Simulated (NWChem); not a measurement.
# One shape, several levels: CH5FGa− (SMILES [CH3][GaH2-][F])

We compute a comparison of 4 runs (HF/STO-3G, HF/3-21G, B3LYP/6-31G*) of CH5FGa−. 

The calculation is run with NWChem 7.3.0.

## (1) The molecule

CH5FGa− has 8 atoms, charge -1, and is taken as a singlet. SMILES: `[CH3][GaH2-][F]`. The shape comes from GFN2-xTB, which is rough for such elements, and wasn't checked as a minimum.

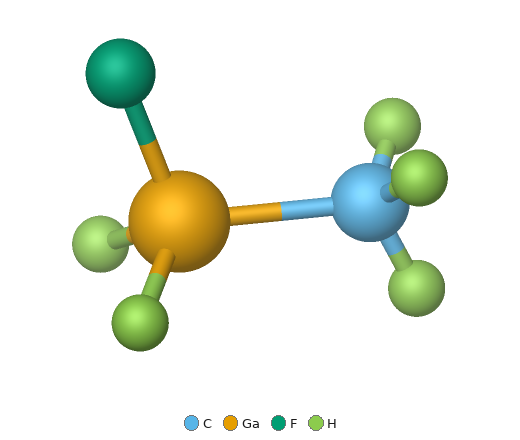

Viewed from a chosen angle; carbon blue, gallium amber, fluorine teal, hydrogen green.

## (2) Energy and forces at HF/STO-3G (run 1)

The input, sp.xyz:

```xyz
8
CH5FGa hf
C     -0.538260     0.893150    -0.334330
Ga     0.416980    -0.825330     0.196970
F      1.368980    -0.483590     1.683120
H      0.168630     1.714270    -0.513190
H     -1.217840     1.243820     0.453810
H     -1.143300     0.805830    -1.244350
H      1.478060    -1.338290    -0.842320
H     -0.533260    -2.009860     0.600290
```

The input, sp.nw:

```
start sp
title "CH5FGa hf"
memory 2200 mb
charge -1
geometry units angstrom noautosym nocenter noautoz
  load sp.xyz
end
basis spherical bse
  * library STO-3G
end
scf
  thresh 1e-08
  maxiter 80
end
task scf gradient
```

Run with:

```bash
$ nwchem sp.nw > sp.out
```

Standard output:

```text
[...]
  functions       =    33
[...]
  wavefunction    = RHF
[...]
         Total SCF energy =  -2039.132015349508
      One-electron energy =  -3275.638395556786
      Two-electron energy =   1037.078115496886
 Nuclear repulsion energy =    199.428264710392
        Time for solution =      7.9s
[...]
                         RHF ENERGY GRADIENTS
    atom               coordinates                        gradient
                 x          y          z           x          y          z
   1 C      -1.017164   1.687809  -0.631792   -0.015180   0.021195  -0.011324
   2 Ga      0.787978  -1.559648   0.372219   -0.007771   0.029103   0.002715
   3 F       2.586997  -0.913853   3.180636    0.018888   0.002505   0.027491
   4 H       0.318664   3.239501  -0.969788    0.007827   0.006929  -0.001121
   5 H      -2.301384   2.350479   0.857577   -0.005883   0.002327   0.008415
   6 H      -2.160524   1.522798  -2.351481   -0.005222  -0.000102  -0.007547
   7 H       2.793128  -2.529001  -1.591754    0.035856  -0.020242  -0.032396
   8 H      -1.007715  -3.798085   1.134384   -0.028513  -0.041715   0.013767
[...]
```

Wall time 10 s (1 thread of Intel Xeon Platinum 8259CL at 2.50GHz (Skylake/Cascade Lake), shared host); peak memory 0.1 GiB.

## (3) Energy and forces at HF/3-21G (run 2)

The input, ch5fga.nw:

```
start ch5fga
title "CH5FGa"
memory 2200 mb
charge -1

geometry noautosym nocenter noautoz
  C    -0.538260    0.893150   -0.334330
  Ga    0.416980   -0.825330    0.196970
  F     1.368980   -0.483590    1.683120
  H     0.168630    1.714270   -0.513190
  H    -1.217840    1.243820    0.453810
  H    -1.143300    0.805830   -1.244350
  H     1.478060   -1.338290   -0.842320
  H    -0.533260   -2.009860    0.600290
end

basis spherical bse
  * library 3-21G
end

scf
  thresh 1e-08
  maxiter 80
end

task scf gradient
```

Run with:

```bash
$ nwchem ch5fga.nw > ch5fga.out
```

Standard output:

```text
[...]
  functions       =    50
[...]
  wavefunction    = RHF
[...]
         Total SCF energy =  -2053.360327897223
      One-electron energy =  -3277.949984941396
      Two-electron energy =   1025.161392333782
 Nuclear repulsion energy =    199.428264710391
        Time for solution =      4.2s
[...]
                         RHF ENERGY GRADIENTS
    atom               coordinates                        gradient
                 x          y          z           x          y          z
   1 C      -1.017164   1.687809  -0.631792    0.001924  -0.004700   0.000430
   2 Ga      0.787978  -1.559648   0.372219   -0.014608  -0.022176  -0.030666
   3 F       2.586997  -0.913853   3.180636    0.010082  -0.000220   0.013925
   4 H       0.318664   3.239501  -0.969788    0.001618   0.004588  -0.000867
   5 H      -2.301384   2.350479   0.857577   -0.003154   0.003005   0.002401
   6 H      -2.160524   1.522798  -2.351481   -0.002238   0.002474  -0.002013
   7 H       2.793128  -2.529001  -1.591754   -0.010962   0.003772   0.018541
   8 H      -1.007715  -3.798085   1.134384    0.017337   0.013258  -0.001752
[...]
```

Wall time 6.3 s (1 thread of Intel Xeon Platinum 8259CL at 2.50GHz (Skylake/Cascade Lake), shared host); peak memory 0.098 GiB.

Run 3 isn't shown in full; the table further down has it.

## (4) Energy and gradient at B3LYP/6-31G(d) (Cartesian functions) (run 4)

The input, ch5fga.xyz:

```xyz
8

C     -0.538260     0.893150    -0.334330
Ga     0.416980    -0.825330     0.196970
F      1.368980    -0.483590     1.683120
H      0.168630     1.714270    -0.513190
H     -1.217840     1.243820     0.453810
H     -1.143300     0.805830    -1.244350
H      1.478060    -1.338290    -0.842320
H     -0.533260    -2.009860     0.600290
```

The input, ch5fga.nw:

```
start ch5fga
memory 2200 mb
charge -1
geometry units angstrom noautosym nocenter noautoz
load ch5fga.xyz
end
basis cartesian
* library 6-31G*
end
dft
xc b3lyp
grid xfine
convergence energy 1e-08
maxiter 100
mulliken
end
task dft gradient
```

Run with:

```bash
$ nwchem ch5fga.nw > ch5fga.out
```

Standard output:

```text
[...]
          Wavefunction type:  closed shell.
          No. of atoms     :     8
          No. of electrons :    52
[...]
          Charge           :    -1
          Spin multiplicity:     1
[...]
          AO basis - number of functions:    75
[...]
              XC Information
              --------------
                         B3LYP Method XC Potential
                     Hartree-Fock (Exact) Exchange  0.200
                        Slater Exchange Functional  0.800 local
                    Becke 1988 Exchange Functional  0.720 non-local
              Lee-Yang-Parr Correlation Functional  0.810
                  VWN I RPA Correlation Functional  0.190 local
[...]
 d= 0,ls=0.0,diis     1  -2065.1830420577 -2.26D+03  4.93D-02  1.11D+01     5.9
[...]
 d= 0,ls=0.0,diis    10  -2065.6512983268 -1.19D-09  2.93D-07  8.21D-10    41.2
         Total DFT energy =    -2065.651298326844
      One electron energy =    -3287.319121613843
           Coulomb energy =     1115.368612882526
    Exchange-Corr. energy =      -93.129054305918
 Nuclear repulsion energy =      199.428264710392
[...]
      Total Density - Mulliken Population Analysis
     ---------------------------------------------
    Atom       Charge   Shell Charges
 -----------   ------   -------------------------------------------------------
    1 C    6     6.60   1.99  0.67  2.07  0.68  1.17  0.02
    2 Ga  31    30.92   2.00  1.99  6.00  1.95  5.99  1.16  1.46  0.16  0.25  6.86  2.94  0.16
    3 F    9     9.51   1.99  0.93  3.31  1.00  2.24  0.04
    4 H    1     0.90   0.52  0.38
    5 H    1     0.90   0.53  0.38
    6 H    1     0.91   0.53  0.39
    7 H    1     1.12   0.50  0.63
    8 H    1     1.12   0.50  0.63
[...]
  wavefunction    = closed shell
                         DFT ENERGY GRADIENTS
    atom               coordinates                        gradient
                 x          y          z           x          y          z
   1 C      -1.017164   1.687809  -0.631792    0.000193  -0.003695  -0.001536
   2 Ga      0.787978  -1.559648   0.372219    0.005777  -0.007431   0.004630
   3 F       2.586997  -0.913853   3.180636   -0.009027  -0.006135  -0.015457
   4 H       0.318664   3.239501  -0.969788   -0.002187  -0.000078   0.000294
   5 H      -2.301384   2.350479   0.857577    0.000796   0.000958  -0.001826
   6 H      -2.160524   1.522798  -2.351481    0.001062   0.002980   0.002969
   7 H       2.793128  -2.529001  -1.591754   -0.009751   0.002862   0.013668
   8 H      -1.007715  -3.798085   1.134384    0.013136   0.010539  -0.002743
[...]
```

Run time: 54 s. Hardware: 1 thread of Intel Xeon Platinum 8259CL at 2.50GHz (Skylake/Cascade Lake), shared host; peak memory 0.14 GiB.

## (5) All runs side by side

| run | level | iteration cap | module | energy (Eh) | HOMO energy (eV) | LUMO energy (eV) | HOMO–LUMO gap (eV) | wall time |
| --- | --- | --- | --- | --- | --- | --- | --- | --- |
| 1 | HF/STO-3G | 80 | scf | -2039.132015 | 1.32 | 19.58 | 18.26 | 10 s |
| 2 | HF/3-21G | 80 | scf | -2053.360328 | -4.89 | 9.05 | 13.94 | 6.3 s |
| 3 | B3LYP/6-31G* (spherical functions) | 100 | dft | -2065.643820 | -1.50 | 5.68 | 7.18 | 64 s |
| 4 | B3LYP/6-31G* (Cartesian functions) | 100 | dft | -2065.651298 | -1.51 | 5.64 | 7.15 | 54 s |

## (6) What came out

```
                                                    quantity           value
                                         run 4: total energy  -2065.65130 Eh
                                          run 4: HOMO energy        -1.51 eV
                                          run 4: LUMO energy         5.64 eV
run 4: HOMO–LUMO gap (to an unbound level, set by the basis)         7.15 eV
                             run 4: largest force on an atom      0.973 eV/Å
```

The HOMO–LUMO gap runs from 7.15 eV (B3LYP/6-31G*) to 18.26 eV (HF/STO-3G). The two ends differ in method and basis. The empty levels of an anion lie above zero and hang on the basis. In run 1 the HOMO lies above zero, so the outermost electron may be held by the basis alone. In run 1 the basis is minimal, so the values are rough. All runs together took 2.2 min, the longest 64 s.
